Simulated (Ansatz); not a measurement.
**GeH₃ (doublet): correlated methods under varied settings at a displaced geometry (v2)**

Aim: run GeH₃ (doublet) at one geometry under a spread of methods and options, and see what each costs and gives.

The runs use Ansatz 0.2.0, Gaussian basis; the settings change from run to run.

23 further runs of the same task are left out: 2 for a known fault of the program, 10 that didn't finish, 11 set aside as unsound or not needed.

### 1 The geometry

The geometry is a PBE0/def2-TZVP stationary point (not a proven minimum) with its atoms shifted at random (size 0.100 Å). No spin-orbit coupling is included. The filled d shell of Ge may be among the frozen orbitals whatever the setting's name suggests; the logs give the count.

4 atoms, charge 0, spin multiplicity 2.

Atoms are counted from 1 here; the program's logs count them from 0.

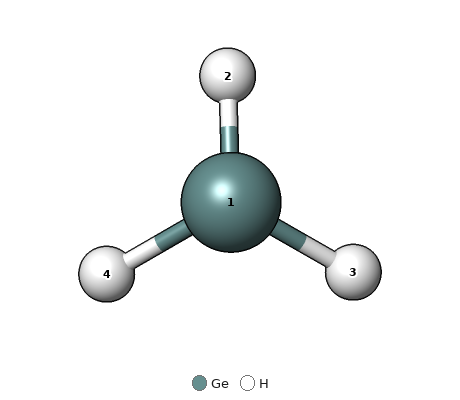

The geometry (germanium teal, hydrogen white); atoms are numbered from 1 in the order of the file.

### 2 HF/6-31G*

in.yaml

```yaml
crystal:
  periodic: [false, false, false]
  atoms:
    - {symbol: Ge, position_ang: [0.003474, 0.001263, -0.019218]}
    - {symbol: H, position_ang: [1.303572, 0.026528, 0.463679]}
    - {symbol: H, position_ang: [-0.833098, 1.238309, 0.451329]}
    - {symbol: H, position_ang: [-0.720855, -1.355833, 0.469977]}
basis:
  gaussian: {orbitals: "6-31G*"}
magnetization: {spin_polarized: false, initial_magnetization: 1}
hamiltonian: {xc: hf}
output: {orbitals: {seedname: orbitals}}
```

Run with:

```sh
$ ansatz run in.yaml --threads 1 --pin off --events-out ev --progress --plain --max-ram 2393MiB
```

The log of the run:

```text
Functional definition: HF
  name "HF"
  cite "Fock, Z. Phys. 61, 126 (1930) doi:10.1007/BF01340294"
  parent pbe
  exchange = exact_x
  correlation = 0
406 factors; integrals over basis functions are off by at most 3.7e-4 eV
mean field evaluation 1: about -56511.0466 eV, gradient 8.2e0 eV
mean field evaluation 2: about -56511.0468 eV, gradient 8.2e0 eV
mean field evaluation 4: about -56511.5180 eV, gradient 1.7e0 eV
mean field evaluation 8: about -56511.5240 eV, gradient 5.7e-4 eV
mean field -56511.52399005 eV, -2076.7602017475 hartree, gradient 1.1e-5 eV, S^2 0.750000; 0 other end points of the search recorded, 0 dependent functions left out
reference -56511.52399005 eV, -2076.7602017475 hartree; 18, 17 occupied and 23, 24 virtual orbitals, 406 factors
Total energy: -56511.52399005 eV, -2076.7602017475 hartree
```

Wall time 1 s (1 thread of Intel Xeon at 2.50GHz, shared host).

### 3 CCSD(T) on UHF/cc-pVDZ

Changes to in.yaml since step 2:

```diff
@@ -8,5 +8,5 @@
 basis:
-  gaussian: {orbitals: "6-31G*"}
-magnetization: {spin_polarized: false, initial_magnetization: 1}
-hamiltonian: {xc: hf}
-output: {orbitals: {seedname: orbitals}}
+  gaussian: {orbitals: cc-pVDZ}
+magnetization: {spin_polarized: true, initial_magnetization: 1}
+correlation: {method: ccsd_t, electrons: outside_noble_gas}
+scf: {omitted_lower_state_checks: [cluster_reference]}
```

Launched as before.

The log of the run, cut to the lines that bear on the results:

```text
Functional definition: HF
  name "HF"
  cite "Fock, Z. Phys. 61, 126 (1930) doi:10.1007/BF01340294"
  parent pbe
[...]
455 factors; integrals over basis functions are off by at most 1.1e-3 eV
[...]
mean field -56518.67914484 eV, -2077.0231488360 hartree, gradient 6.4e-6 eV, S^2 0.754033; 0 other end points of the search recorded, 0 dependent functions left out
14 core orbitals not correlated: weight in the atoms' cores, before any rotation towards them, 0.999 or more for the frozen orbitals, at most 0.001 for the correlated occupied ones
reference -56518.67914484 eV, -2077.0231488360 hartree; 4, 3 occupied and 24, 25 virtual orbitals, 455 factors
second order -2.47079238 eV of doubles, -0.00000000 eV of singles
cycle   1  -2.97215297 eV  change   -5.0e-1 eV  update   5.2e-2
[...]
cycle   9  -3.16300494 eV  change    2.4e-6 eV  update   5.6e-6
perturbative correction -0.05601027 eV, -0.0020583394 hartree
Total energy: -56521.89816004 eV, -2077.1414454629 hartree
Checks for a lower state left out: cluster_reference
```

Run time: 1.6 s. Hardware: 1 thread of Intel Xeon at 2.50GHz, shared host.

From the report: ⟨S²⟩ of the determinant 0.754 (pure doublet: 0.75); correlation -3.2190 eV; T1 0.011; largest double amplitude 0.05.

### 4 HF/def2-SVPD

in.yaml

```yaml
crystal:
  periodic: [false, false, false]
  atoms:
    - {symbol: Ge, position_ang: [0.003474, 0.001263, -0.019218]}
    - {symbol: H, position_ang: [1.303572, 0.026528, 0.463679]}
    - {symbol: H, position_ang: [-0.833098, 1.238309, 0.451329]}
    - {symbol: H, position_ang: [-0.720855, -1.355833, 0.469977]}
basis:
  gaussian: {orbitals: def2-SVPD}
magnetization: {spin_polarized: false, initial_magnetization: 1}
hamiltonian: {xc: hf}
output: {orbitals: {seedname: orbitals}}
```

The command is unchanged.

The log of the run:

```text
Functional definition: HF
  name "HF"
  cite "Fock, Z. Phys. 61, 126 (1930) doi:10.1007/BF01340294"
  parent pbe
  exchange = exact_x
  correlation = 0
607 factors; integrals over basis functions are off by at most 1.0e-3 eV
mean field evaluation 1: about -56511.8490 eV, gradient 8.9e0 eV
mean field evaluation 2: about -56511.8508 eV, gradient 8.9e0 eV
mean field evaluation 4: about -56512.3858 eV, gradient 1.7e0 eV
mean field evaluation 8: about -56512.3955 eV, gradient 7.2e-4 eV
mean field -56512.39551123 eV, -2076.7922295603 hartree, gradient 1.6e-5 eV, S^2 0.750000; 0 other end points of the search recorded, 0 dependent functions left out
reference -56512.39551123 eV, -2076.7922295603 hartree; 18, 17 occupied and 44, 45 virtual orbitals, 607 factors
Total energy: -56512.39551123 eV, -2076.7922295603 hartree
```

It took 1.5 s on 1 thread of Intel Xeon at 2.50GHz, shared host.

### 5 NEVPT4(SD)(1,3)/cc-pVDZ

Changes to in.yaml since step 4:

```diff
@@ -8,5 +8,4 @@
 basis:
-  gaussian: {orbitals: def2-SVPD}
+  gaussian: {orbitals: cc-pVDZ, fitting: {mean_field: def2-universal-jkfit}}
 magnetization: {spin_polarized: false, initial_magnetization: 1}
-hamiltonian: {xc: hf}
-output: {orbitals: {seedname: orbitals}}
+correlation: {method: fic_nevpt4_sd, electrons: outside_noble_gas, active_space: {window: {electrons: 1, orbitals: 3}}}
```

Launched as before.

The log of the run:

```text
Functional definition: HF
  name "HF"
  cite "Fock, Z. Phys. 61, 126 (1930) doi:10.1007/BF01340294"
  parent pbe
  exchange = exact_x
  correlation = 0
320 factors; integrals over basis functions are off by at most 4.3e-1 eV
mean field evaluation 1: about -56518.1307 eV, gradient 8.2e0 eV
mean field evaluation 2: about -56518.5875 eV, gradient 2.3e0 eV
mean field evaluation 4: about -56518.6365 eV, gradient 1.3e-1 eV
mean field -56518.63675515 eV, -2077.0215910437 hartree, gradient 6.8e-7 eV, S^2 0.750000; 0 other end points of the search recorded, 0 dependent functions left out
reference -56518.63675515 eV, -2077.0215910437 hartree; 18, 17 occupied and 24, 25 virtual orbitals, 320 factors
state -56518.63675515 eV, -2077.0215910437 hartree
state -56518.63675515 eV, -2077.0215910437 hartree; corrected -56521.83816000 eV, -2077.1392405020 hartree
WARN: 2 active orbitals are nearly empty or full. The corrections depend on them more than the energy does, and are more stable in an active space without them
Total energy: -56521.83816000 eV, -2077.1392405020 hartree
```

Run time: 2.4 s. Hardware: 1 thread of Intel Xeon at 2.50GHz, shared host.

From the report: 3 determinants; active occupations 1.00, 0.00, 0.00. The report marks this result as in doubt.

### 6 BCCD(T) on UHF/cc-pVDZ

in.yaml

```yaml
crystal:
  periodic: [false, false, false]
  atoms:
    - {symbol: Ge, position_ang: [0.003474, 0.001263, -0.019218]}
    - {symbol: H, position_ang: [1.303572, 0.026528, 0.463679]}
    - {symbol: H, position_ang: [-0.833098, 1.238309, 0.451329]}
    - {symbol: H, position_ang: [-0.720855, -1.355833, 0.469977]}
basis:
  gaussian: {orbitals: cc-pVDZ}
magnetization: {spin_polarized: true, initial_magnetization: 1}
hamiltonian: {pseudopotentials: {relativity: scalar}}
correlation: {method: bccd_t, electrons: outside_noble_gas}
output: {forces: true}
```

Same command.

The log of the run, cut to the lines that bear on the results:

```text
Functional definition: HF
  name "HF"
  cite "Fock, Z. Phys. 61, 126 (1930) doi:10.1007/BF01340294"
  parent pbe
[...]
455 factors; integrals over basis functions are off by at most 1.1e-3 eV
[...]
mean field -56984.40205257 eV, -2094.1381500169 hartree, gradient 4.8e-6 eV, S^2 0.753920; 0 other end points of the search recorded, 0 dependent functions left out
14 core orbitals not correlated: weight in the atoms' cores, before any rotation towards them, 0.999 or more for the frozen orbitals, at most 0.001 for the correlated occupied ones
reference -56984.40205257 eV, -2094.1381500169 hartree; 4, 3 occupied and 24, 25 virtual orbitals, 455 factors
second order -2.47768356 eV of doubles, -0.00000000 eV of singles
cycle   1  -2.98465366 eV  change   -5.1e-1 eV  update   5.2e-2
[...]
cycle  10  -3.16867399 eV  change   -1.6e-6 eV  update   2.3e-6
perturbative correction -0.05902556 eV, -0.0021691494 hartree
[...]
Total energy: -56987.62975212 eV, -2094.2567657877 hartree
Relativity: scalar
Atom 0 at     0.003474     0.001263    -0.019218 Å, force    -4.097290    -0.714968    -0.724484 eV/Å
Atom 1 at     1.303572     0.026528     0.463679 Å, force     3.459775     0.143772     1.228757 eV/Å
Atom 2 at    -0.833098     1.238309     0.451329 Å, force     0.224979    -0.291206    -0.139201 eV/Å
Atom 3 at    -0.720855    -1.355833     0.469977 Å, force     0.412536     0.862402    -0.365071 eV/Å
Dipole moment:     0.065684     0.025658    -0.024031 e Å
```

Wall time 4.6 s (1 thread of Intel Xeon at 2.50GHz, shared host).

From the report: ⟨S²⟩ of the determinant 0.754 (pure doublet: 0.75); correlation -3.2277 eV; largest double amplitude 0.05.

### 7 CCSD(T) on ROHF/def2-SVPD

in.yaml

```yaml
crystal:
  periodic: [false, false, false]
  atoms:
    - {symbol: Ge, position_ang: [0.003474, 0.001263, -0.019218]}
    - {symbol: H, position_ang: [1.303572, 0.026528, 0.463679]}
    - {symbol: H, position_ang: [-0.833098, 1.238309, 0.451329]}
    - {symbol: H, position_ang: [-0.720855, -1.355833, 0.469977]}
basis:
  gaussian: {orbitals: def2-SVPD, point_charges: [{charge: -1.00, position_ang: [5.207, -0.855, -0.835]}]}
magnetization: {spin_polarized: false, initial_magnetization: 1}
correlation: {method: ccsd_t, electrons: outside_noble_gas}
scf: {lower_state_search: off}
```

Same command.

The log of the run, cut to the lines that bear on the results:

```text
Functional definition: HF
  name "HF"
  cite "Fock, Z. Phys. 61, 126 (1930) doi:10.1007/BF01340294"
  parent pbe
[...]
607 factors; integrals over basis functions are off by at most 1.0e-3 eV
[...]
mean field -56512.48026691 eV, -2076.7953442741 hartree, gradient 1.1e-6 eV, S^2 0.750000; 0 other end points of the search recorded, 0 dependent functions left out
14 core orbitals not correlated: weight in the atoms' cores, before any rotation towards them, 0.999 or more for the frozen orbitals, at most 0.001 for the correlated occupied ones
reference -56512.48026691 eV, -2076.7953442741 hartree; 4, 3 occupied and 44, 45 virtual orbitals, 607 factors
second order -2.59511309 eV of doubles, -0.02537277 eV of singles
cycle   1  -3.12929695 eV  change   -5.1e-1 eV  update   5.4e-2
[...]
cycle  10  -3.32388921 eV  change   -3.8e-6 eV  update   3.0e-6
perturbative correction -0.06795225 eV, -0.0024971990 hartree
Total energy: -56515.87210837 eV, -2076.9199921484 hartree
Checks for a lower state left out: stability, starts, cluster_reference, orbital_swaps, neighbouring_geometries, increment
```

Wall time 2.9 s (1 thread of Intel Xeon at 2.50GHz, shared host).

From the report: correlation -3.3918 eV; T1 0.017; largest double amplitude 0.03.

### 8 The runs in one table

Where basis and cores are those of an earlier UCCSDT(Q)/cc-pVDZ run (-56521.9148 eV), and the state is the same kind, the miss against it is given. † marks a result that the program doubts.

| level | correlated | functions | energy (eV) | from UCCSDT(Q) (meV) | time |
| --- | --- | --- | --- | --- | --- |
| HF/6-31G* |  | 41 | -56511.5240 |  | 1 s |
| CCSD(T) on UHF/cc-pVDZ | outside noble gas | 42 | -56521.8982 | 16.6 | 1.6 s |
| HF/def2-SVPD |  | 62 | -56512.3955 |  | 1.5 s |
| NEVPT4(SD)(1,3)/cc-pVDZ † | outside noble gas | 42 | -56521.8382 | 76.6 | 2.4 s |
| BCCD(T) on UHF/cc-pVDZ (relativity set) | outside noble gas | 42 | -56987.6298 |  | 4.6 s |
| CCSD(T) on ROHF/def2-SVPD (beside a point charge) | outside noble gas | 62 | -56515.8721 |  | 2.9 s |

### 9 What came out

| quantity | value |
| --- | --- |
| runs | 6 |
| quickest | HF/6-31G*, 1 s |
| slowest | BCCD(T) on UHF/cc-pVDZ (relativity set), 4.6 s |

What this shows: Total energies in different bases, with other cores or another treatment of relativity can't be set against each other. BCCD(T) on UHF/cc-pVDZ (relativity set) took 4 times as long as HF/6-31G*; the jobs differ in more than the method. Among the correlated runs with a miss given, it spans +17 to +77 meV.
